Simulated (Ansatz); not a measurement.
**C6H3ClTi: molecular dynamics**

- system: C6H3ClTi, SMILES C#[C][Ti]([Cl])([C]#C)[C]#C
- method: RKS BLYP/6-31G* (Ansatz 0.2.0)

The geometry comes from this level: PBE0-D4/def2-TZVP. Figures and captions count atoms from 1; the log counts them from 0 in places.

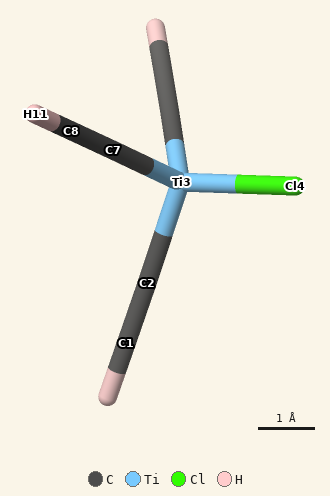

**Figure 1.** The starting structure (stick view, seen at an oblique angle; atoms are numbered from 1 in the order of the input). Sticks mark near contacts. Bond lengths as drawn: Cl–Ti 2.17 Å, C–C 1.22 Å, C–H 1.07 Å and C–Ti 2.00 Å.

## Summary

- outcome: finished
- mean temperature over the second half: 248 K
- trajectory: 30 steps, 30 fs
- ensemble: nvt_nose_hoover
- temperature in the input: 300 K
- time step: 1 fs
- potential energy (last step): −41901.4002 eV
- SCF solution under orbital rotations (last step): stable
- largest force (length of the vector) (last step): 3.160 eV/Å
- dipole moment (last step): 2.12 D
- hardware: 4 threads of Arm Neoverse V2, 23 GiB of memory available, shared host
- wall time: 82 s (CPU time 5.2 min)
- peak memory: 0.66 GiB

## Remarks

So short a trajectory is not equilibrated.

## Input
```yaml
crystal:
  periodic: [false, false, false]
  atoms:
    - {symbol: C, position_ang: [-0.834860, 0.250309, 2.906492]}
    - {symbol: C, position_ang: [-0.774617, 0.182027, 1.693864]}
    - {symbol: Ti, position_ang: [-0.650026, 0.066943, -0.301775]}
    - {symbol: Cl, position_ang: [-2.610621, 0.284435, -1.205166]}
    - {symbol: C, position_ang: [0.583603, 1.511063, -0.937387]}
    - {symbol: C, position_ang: [1.339303, 2.386208, -1.313954]}
    - {symbol: C, position_ang: [0.154420, -1.703956, -0.779521]}
    - {symbol: C, position_ang: [0.650291, -2.777707, -1.062257]}
    - {symbol: H, position_ang: [-0.884853, 0.310334, 3.970929]}
    - {symbol: H, position_ang: [2.005172, 3.152959, -1.642345]}
    - {symbol: H, position_ang: [1.087587, -3.719714, -1.308278]}
basis:
  gaussian: {orbitals: "6-31G*"}
hamiltonian: {xc: {name: BLYP}}
md: {timestep: 1 fs, n_steps: 30, ensemble: nvt_nose_hoover, temperature: 300, initial_velocities: maxwell_boltzmann, seed: 95}
```

Run as:
```bash
ansatz run in.yaml --threads 4 --pin off --events-out ev --progress --plain --max-ram 11315MiB
```

## The program's output
```
Functional definition: BLYP
  name "BLYP"
  cite "Becke, Phys. Rev. A 38, 3098 (1988) doi:10.1103/PhysRevA.38.3098"
  cite "Lee, Yang & Parr, Phys. Rev. B 37, 785 (1988) doi:10.1103/PhysRevB.37.785"
  parameter beta = 0.0042
  parameter a = 0.04918
  parameter b = 0.132
  parameter c = 0.2533
  parameter d = 0.349
  exchange = b88_x(beta = beta)
  correlation = lyp_c(a = a, b = b, c = c, d = d)
1727 factors; their error is unknown
mean field evaluation 1: about -41881.7929 eV, gradient 8.5e1 eV
mean field evaluation 2: about -41317.1466 eV, gradient 4.9e2 eV
mean field evaluation 4: about -41837.0600 eV, gradient 1.8e2 eV
mean field evaluation 8: about -41901.4917 eV, gradient 1.8e-1 eV
mean field -41901.49177317 eV, -1539.8514208127 hartree, gradient 1.8e-5 eV, S^2 0.000000; 0 other end points of the search recorded, 0 dependent functions left out
the calculation of the forces begins
reference -41901.49222078 eV, -1539.8514372623 hartree; 39, 39 occupied and 112, 112 virtual orbitals, 1727 factors
md step     0: t =     0.00 fs  T =   300.0 K  F+E_penalty+E_count = -41901.49177317 eV  E_kin = 0.349002 eV  conserved = -41901.14277117 eV  (51 SCF iters)
these checks for a lower state are left out or cut short: starts, cluster_reference, orbital_swaps, neighbouring_geometries, increment
1727 factors; their error is unknown
mean field evaluation 16: about -41901.5025 eV, gradient 2.8e-5 eV
mean field -41901.50247986 eV, -1539.8518142765 hartree, gradient 1.2e-5 eV, S^2 0.000000; 0 other end points of the search recorded, 0 dependent functions left out
the calculation of the forces begins
reference -41901.50292752 eV, -1539.8518307277 hartree; 39, 39 occupied and 112, 112 virtual orbitals, 1727 factors
md step     1: t =     1.00 fs  T =   308.9 K  F+E_penalty+E_count = -41901.50247986 eV  E_kin = 0.359369 eV  conserved = -41901.14311084 eV  (36 SCF iters)
[... from here on the SCF iterations and repeated set-up lines of each step are left out, up to the last step ...]
md step     2: t =     2.00 fs  T =   316.2 K  F+E_penalty+E_count = -41901.51133783 eV  E_kin = 0.367885 eV  conserved = -41901.14345013 eV  (36 SCF iters)
md step     3: t =     3.00 fs  T =   317.1 K  F+E_penalty+E_count = -41901.51265934 eV  E_kin = 0.368850 eV  conserved = -41901.14380075 eV  (36 SCF iters)
md step     4: t =     4.00 fs  T =   307.0 K  F+E_penalty+E_count = -41901.50105386 eV  E_kin = 0.357194 eV  conserved = -41901.14384142 eV  (37 SCF iters)
md step     5: t =     5.00 fs  T =   286.0 K  F+E_penalty+E_count = -41901.47601870 eV  E_kin = 0.332664 eV  conserved = -41901.14332523 eV  (37 SCF iters)
md step     6: t =     6.00 fs  T =   260.4 K  F+E_penalty+E_count = -41901.44540847 eV  E_kin = 0.302877 eV  conserved = -41901.14249517 eV  (37 SCF iters)
md step     7: t =     7.00 fs  T =   240.5 K  F+E_penalty+E_count = -41901.42179460 eV  E_kin = 0.279840 eV  conserved = -41901.14191948 eV  (36 SCF iters)
md step     8: t =     8.00 fs  T =   233.7 K  F+E_penalty+E_count = -41901.41391268 eV  E_kin = 0.271882 eV  conserved = -41901.14200740 eV  (37 SCF iters)
md step     9: t =     9.00 fs  T =   238.8 K  F+E_penalty+E_count = -41901.42049545 eV  E_kin = 0.277833 eV  conserved = -41901.14266340 eV  (37 SCF iters)
md step    10: t =    10.00 fs  T =   247.9 K  F+E_penalty+E_count = -41901.43175764 eV  E_kin = 0.288419 eV  conserved = -41901.14337523 eV  (37 SCF iters)
md step    11: t =    11.00 fs  T =   252.3 K  F+E_penalty+E_count = -41901.43709713 eV  E_kin = 0.293500 eV  conserved = -41901.14368135 eV  (37 SCF iters)
md step    12: t =    12.00 fs  T =   248.1 K  F+E_penalty+E_count = -41901.43198630 eV  E_kin = 0.288590 eV  conserved = -41901.14353705 eV  (36 SCF iters)
md step    13: t =    13.00 fs  T =   237.1 K  F+E_penalty+E_count = -41901.41879584 eV  E_kin = 0.275854 eV  conserved = -41901.14314681 eV  (37 SCF iters)
md step    14: t =    14.00 fs  T =   224.7 K  F+E_penalty+E_count = -41901.40383830 eV  E_kin = 0.261456 eV  conserved = -41901.14266055 eV  (37 SCF iters)
md step    15: t =    15.00 fs  T =   217.4 K  F+E_penalty+E_count = -41901.39481707 eV  E_kin = 0.252917 eV  conserved = -41901.14226163 eV  (37 SCF iters)
md step    16: t =    16.00 fs  T =   220.1 K  F+E_penalty+E_count = -41901.39786111 eV  E_kin = 0.256106 eV  conserved = -41901.14221326 eV  (35 SCF iters)
md step    17: t =    17.00 fs  T =   233.4 K  F+E_penalty+E_count = -41901.41357688 eV  E_kin = 0.271531 eV  conserved = -41901.14261738 eV  (37 SCF iters)
md step    18: t =    18.00 fs  T =   251.8 K  F+E_penalty+E_count = -41901.43547050 eV  E_kin = 0.292908 eV  conserved = -41901.14326778 eV  (36 SCF iters)
md step    19: t =    19.00 fs  T =   266.7 K  F+E_penalty+E_count = -41901.45317650 eV  E_kin = 0.310287 eV  conserved = -41901.14374878 eV  (36 SCF iters)
md step    20: t =    20.00 fs  T =   271.8 K  F+E_penalty+E_count = -41901.45890747 eV  E_kin = 0.316179 eV  conserved = -41901.14375418 eV  (36 SCF iters)
md step    21: t =    21.00 fs  T =   266.5 K  F+E_penalty+E_count = -41901.45219783 eV  E_kin = 0.310056 eV  conserved = -41901.14334132 eV  (37 SCF iters)
md step    22: t =    22.00 fs  T =   255.9 K  F+E_penalty+E_count = -41901.43914144 eV  E_kin = 0.297695 eV  conserved = -41901.14282147 eV  (37 SCF iters)
md step    23: t =    23.00 fs  T =   246.5 K  F+E_penalty+E_count = -41901.42769158 eV  E_kin = 0.286778 eV  conserved = -41901.14246590 eV  (37 SCF iters)
md step    24: t =    24.00 fs  T =   243.0 K  F+E_penalty+E_count = -41901.42337761 eV  E_kin = 0.282725 eV  conserved = -41901.14238907 eV  (37 SCF iters)
md step    25: t =    25.00 fs  T =   246.5 K  F+E_penalty+E_count = -41901.42739588 eV  E_kin = 0.286727 eV  conserved = -41901.14259966 eV  (37 SCF iters)
md step    26: t =    26.00 fs  T =   254.1 K  F+E_penalty+E_count = -41901.43646328 eV  E_kin = 0.295571 eV  conserved = -41901.14303319 eV  (37 SCF iters)
md step    27: t =    27.00 fs  T =   260.2 K  F+E_penalty+E_count = -41901.44388732 eV  E_kin = 0.302722 eV  conserved = -41901.14353150 eV  (26 SCF iters)
md step    28: t =    28.00 fs  T =   258.6 K  F+E_penalty+E_count = -41901.44209099 eV  E_kin = 0.300858 eV  conserved = -41901.14383549 eV  (36 SCF iters)
md step    29: t =    29.00 fs  T =   245.6 K  F+E_penalty+E_count = -41901.42660692 eV  E_kin = 0.285752 eV  conserved = -41901.14369560 eV  (37 SCF iters)
these checks for a lower state are left out or cut short: starts, cluster_reference, orbital_swaps, neighbouring_geometries, increment
1727 factors; their error is unknown
mean field evaluation 224: about -41901.4753 eV, gradient 4.5e-3 eV
mean field -41901.39979516 eV, -1539.8480406831 hartree, gradient 2.1e-5 eV, S^2 0.000000; 0 other end points of the search recorded, 0 dependent functions left out
the calculation of the forces begins
reference -41901.40024524 eV, -1539.8480572233 hartree; 39, 39 occupied and 112, 112 virtual orbitals, 1727 factors
1727 factors; their error is unknown
mean field -41901.39979516 eV, -1539.8480406831 hartree, gradient 2.1e-5 eV, S^2 0.000000; 1 other end points of the search recorded, 0 dependent functions left out
the calculation of the forces begins
reference -41901.40024524 eV, -1539.8480572233 hartree; 39, 39 occupied and 112, 112 virtual orbitals, 1727 factors
md step    30: t =    30.00 fs  T =   223.3 K  F+E_penalty+E_count = -41901.39979516 eV  E_kin = 0.259750 eV  conserved = -41901.14311862 eV  (25 SCF iters)
```

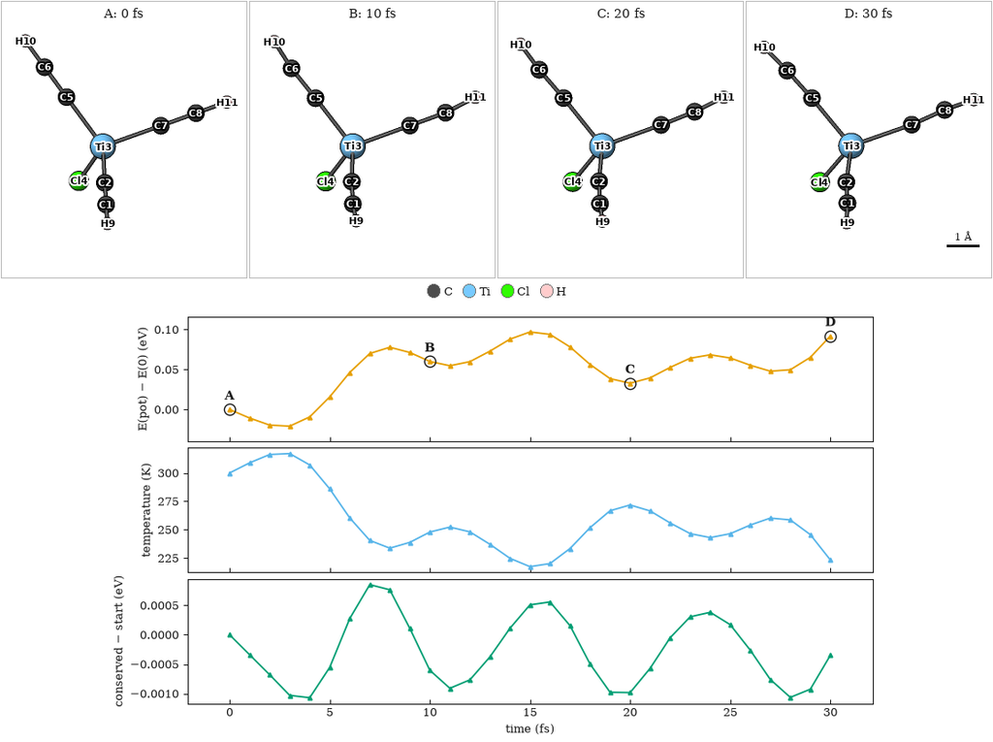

**Figure 2.** Frames of the molecular dynamics (ball-and-stick, seen at a tilt) above the curves, on which the letters mark them. The trajectory kept here has 31 frames over 30 fs. The temperature starts at 300 K, ranges from 217 to 317 K and averages 248 K over the second half. The potential energy ends 0.092 eV above its first value. The conserved quantity stays within 0.0019 eV. After an unweighted best fit of the last frame on the first, the root-mean-square displacement is 0.19 Å, and H11 has moved furthest (0.33 Å).

```
Total energy: -41901.40024524 eV, -1539.8480572233 hartree
Atom 0 at    -0.823402     0.380931     2.876220 Å, force    -0.189806     0.237326     2.151453 eV/Å
Atom 1 at    -0.785528     0.298424     1.668895 Å, force     0.224214    -0.471534    -3.116748 eV/Å
Atom 2 at    -0.626619    -0.040551    -0.332562 Å, force    -0.159578     0.434619     0.351410 eV/Å
Atom 3 at    -2.678327     0.399359    -1.197155 Å, force     0.542112    -0.333264     0.134150 eV/Å
Atom 4 at     0.549615     1.494856    -0.928783 Å, force    -0.125916    -0.437236     0.140947 eV/Å
Atom 5 at     1.264015     2.468298    -1.198264 Å, force    -0.106030     0.071736    -0.131209 eV/Å
Atom 6 at     0.318297    -1.840316    -0.629680 Å, force    -0.182993     0.065601    -0.385203 eV/Å
Atom 7 at     0.727673    -2.886949    -1.165813 Å, force    -0.301945     0.201922     0.179066 eV/Å
Atom 8 at    -0.918051     0.494488     3.926954 Å, force     0.026927     0.027438     0.562688 eV/Å
Atom 9 at     1.816922     3.340502    -1.486571 Å, force     0.155068     0.078432     0.018371 eV/Å
Atom 10 at     0.999445    -3.830505    -1.614172 Å, force     0.117947     0.124961     0.095074 eV/Å
Dipole moment:     0.419053    -0.078431     0.115686 e Å
```

## Trajectory as extended XYZ (Å, eV, eV/Å), 9 of the 31 frames kept, from step=0 to step=30
```
11
Properties=species:S:1:pos:R:3:forces:R:3 step=0 time_fs=0.0 energy=-41901.49177 temperature=300.0
C    -0.8349    0.2503    2.9065   -0.0897   0.1051   1.8562
C    -0.7746    0.1820    1.6939    0.0835  -0.1061  -1.9011
Ti   -0.6500    0.0669   -0.3018    0.4499  -0.0502   0.2061
Cl   -2.6106    0.2844   -1.2052   -0.6953   0.0771  -0.3197
C     0.5836    1.5111   -0.9374   -1.1934  -1.3663   0.5837
C     1.3393    2.3862   -1.3140    1.1602   1.3372  -0.5741
C     0.1544   -1.7040   -0.7795   -0.7866   1.6802   0.4365
C     0.6503   -2.7777   -1.0623    0.7612  -1.6429  -0.4300
H    -0.8849    0.3103    3.9709   -0.0138   0.0167   0.3102
H     2.0052    3.1530   -1.6423    0.1947   0.2227  -0.0959
H     1.0876   -3.7197   -1.3083    0.1293  -0.2735  -0.0718
11
Properties=species:S:1:pos:R:3:forces:R:3 step=4 time_fs=4.0 energy=-41901.50105 temperature=307.0
C    -0.8404    0.2709    2.9024    0.1991  -0.1497  -1.5036
C    -0.7720    0.1954    1.6476   -0.1790   0.1672   2.6627
Ti   -0.6434    0.0483   -0.2988    0.0189   0.1427  -0.5634
Cl   -2.6183    0.3011   -1.2031   -0.4957   0.0201  -0.2313
C     0.5707    1.4976   -0.9301   -0.0116   0.0399  -0.0333
C     1.3221    2.4030   -1.3045    0.3929   0.2254  -0.0285
C     0.1769   -1.7045   -0.7516   -0.3264   0.4774   0.1364
C     0.6453   -2.7906   -1.0776    0.7003  -1.0246  -0.2782
H    -0.8406    0.3075    3.9811   -0.0632   0.0322  -0.1091
H     2.0404    3.1545   -1.5827   -0.0834   0.0351  -0.0560
H     1.1511   -3.7061   -1.3407   -0.1520   0.0343   0.0044
11
Properties=species:S:1:pos:R:3:forces:R:3 step=8 time_fs=8.0 energy=-41901.41391 temperature=233.7
C    -0.8436    0.2899    2.8835    0.2915  -0.1761  -0.8995
C    -0.7714    0.2107    1.6307   -0.2068   0.1882   2.7911
Ti   -0.6368    0.0302   -0.2975   -0.4978   0.4376  -0.8287
Cl   -2.6281    0.3179   -1.2020   -0.2639  -0.0463  -0.1352
C     0.5576    1.4847   -0.9233    1.2673   1.6132  -0.6814
C     1.3097    2.4225   -1.2954   -0.5572  -1.1301   0.5641
C     0.1958   -1.7006   -0.7226    0.7745  -2.2607  -0.7358
C     0.6483   -2.8144   -1.0957   -0.2599   1.5565   0.5566
H    -0.8066    0.3098    3.9742   -0.1282   0.0523  -0.5418
H     2.0643    3.1629   -1.5324   -0.2872  -0.0925  -0.0422
H     1.1969   -3.6960   -1.3748   -0.1323  -0.1421  -0.0471
11
Properties=species:S:1:pos:R:3:forces:R:3 step=11 time_fs=11.0 energy=-41901.43710 temperature=252.3
C    -0.8436    0.3027    2.8614    0.1586  -0.0447   0.8325
C    -0.7726    0.2237    1.6406   -0.0590  -0.0107  -0.2426
Ti   -0.6328    0.0174   -0.2983   -0.5898   0.5942  -0.6930
Cl   -2.6363    0.3304   -1.2016   -0.0649  -0.1011  -0.0547
C     0.5571    1.4868   -0.9232    0.8032   1.0621  -0.4685
C     1.2968    2.4291   -1.2844   -0.3341  -0.9010   0.4712
C     0.2154   -1.7138   -0.7061    0.5750  -1.9296  -0.6844
C     0.6495   -2.8220   -1.1055    0.1246   0.9931   0.4064
H    -0.7931    0.3167    3.9235   -0.1251   0.0892   0.4977
H     2.0559    3.1617   -1.4992   -0.1330   0.0984  -0.1175
H     1.2162   -3.6987   -1.4039   -0.3555   0.1503   0.0530
11
Properties=species:S:1:pos:R:3:forces:R:3 step=15 time_fs=15.0 energy=-41901.39482 temperature=217.4
C    -0.8421    0.3195    2.8454    0.0530   0.1179   3.4738
C    -0.7747    0.2406    1.6476    0.0806  -0.2134  -2.9232
Ti   -0.6290    0.0021   -0.3012   -0.4005   0.6054  -0.6569
Cl   -2.6474    0.3467   -1.2013    0.1735  -0.1704   0.0401
C     0.5630    1.4987   -0.9272   -0.9588  -1.1843   0.3670
C     1.2780    2.4305   -1.2655    1.1587   0.9956  -0.2315
C     0.2463   -1.7494   -0.6905   -0.5969   0.8312   0.2581
C     0.6534   -2.8236   -1.1151    0.8518  -0.9926  -0.3316
H    -0.7922    0.3376    3.9136   -0.1434   0.0895   0.2292
H     2.0263    3.1728   -1.4704   -0.0881   0.1605  -0.1405
H     1.1984   -3.6889   -1.4378   -0.1300  -0.2394  -0.0847
11
Properties=species:S:1:pos:R:3:forces:R:3 step=19 time_fs=19.0 energy=-41901.45318 temperature=266.7
C    -0.8396    0.3373    2.8656    0.1922  -0.0968  -0.3201
C    -0.7762    0.2553    1.6256   -0.1057   0.0517   1.3284
Ti   -0.6265   -0.0113   -0.3063   -0.3532   0.4821  -0.9177
Cl   -2.6578    0.3622   -1.2008    0.3142  -0.2235   0.0900
C     0.5589    1.4981   -0.9275   -0.7612  -1.0075   0.3070
C     1.2719    2.4419   -1.2485    0.7946   0.6790  -0.1500
C     0.2707   -1.7766   -0.6724   -0.8352   1.4713   0.4970
C     0.6674   -2.8361   -1.1282    0.8198  -1.2796  -0.4846
H    -0.8121    0.3719    3.9429   -0.1034   0.0582  -0.0761
H     1.9854    3.2099   -1.4632    0.0332   0.2309  -0.1364
H     1.1596   -3.7133   -1.4842    0.0047  -0.3658  -0.1374
11
Properties=species:S:1:pos:R:3:forces:R:3 step=22 time_fs=22.0 energy=-41901.43914 temperature=255.9
C    -0.8362    0.3502    2.8822    0.1998  -0.1946  -2.4614
C    -0.7780    0.2666    1.6158   -0.1559   0.1695   3.4024
Ti   -0.6254   -0.0204   -0.3120   -0.4682   0.4281  -0.8660
Cl   -2.6647    0.3732   -1.2001    0.3748  -0.2553   0.1036
C     0.5494    1.4891   -0.9252    0.5455   0.6299  -0.2272
C     1.2743    2.4565   -1.2372   -0.3140  -0.6558   0.2490
C     0.2823   -1.7857   -0.6550   -0.0850  -0.3357  -0.3017
C     0.6847   -2.8556   -1.1419    0.2719  -0.0732   0.0380
H    -0.8380    0.4038    3.9582   -0.0565   0.0375  -0.0248
H     1.9551    3.2582   -1.4709   -0.0981  -0.0016  -0.0397
H     1.1296   -3.7659   -1.5316   -0.2142   0.2512   0.1279
11
Properties=species:S:1:pos:R:3:forces:R:3 step=26 time_fs=26.0 energy=-41901.43646 temperature=254.1
C    -0.8297    0.3654    2.8808   -0.0145   0.0192  -0.2620
C    -0.7819    0.2831    1.6370    0.0180  -0.0791   0.9864
Ti   -0.6253   -0.0312   -0.3219   -0.4819   0.4576  -0.2357
Cl   -2.6725    0.3869   -1.1989    0.4575  -0.2964   0.1168
C     0.5432    1.4847   -0.9247    1.1417   1.3366  -0.4200
C     1.2738    2.4687   -1.2194   -0.8115  -1.0955   0.2896
C     0.2975   -1.8031   -0.6361    0.5455  -1.8202  -1.1020
C     0.7097   -2.8803   -1.1586   -0.6583   1.6894   0.8753
H    -0.8792    0.4502    3.9640    0.0225  -0.0262  -0.4264
H     1.8988    3.3170   -1.4843   -0.2136  -0.2977   0.0942
H     1.0661   -3.8088   -1.5800   -0.0052   0.1123   0.0838
11
Properties=species:S:1:pos:R:3:forces:R:3 step=30 time_fs=30.0 energy=-41901.39979 temperature=223.3
C    -0.8234    0.3809    2.8762   -0.1898   0.2373   2.1515
C    -0.7855    0.2984    1.6689    0.2242  -0.4715  -3.1167
Ti   -0.6266   -0.0406   -0.3326   -0.1596   0.4346   0.3514
Cl   -2.6783    0.3994   -1.1972    0.5421  -0.3333   0.1341
C     0.5496    1.4949   -0.9288   -0.1259  -0.4372   0.1409
C     1.2640    2.4683   -1.1983   -0.1060   0.0717  -0.1312
C     0.3183   -1.8403   -0.6297   -0.1830   0.0656  -0.3852
C     0.7277   -2.8869   -1.1658   -0.3019   0.2019   0.1791
H    -0.9181    0.4945    3.9270    0.0269   0.0274   0.5627
H     1.8169    3.3405   -1.4866    0.1551   0.0784   0.0184
H     0.9994   -3.8305   -1.6142    0.1179   0.1250   0.0951
```
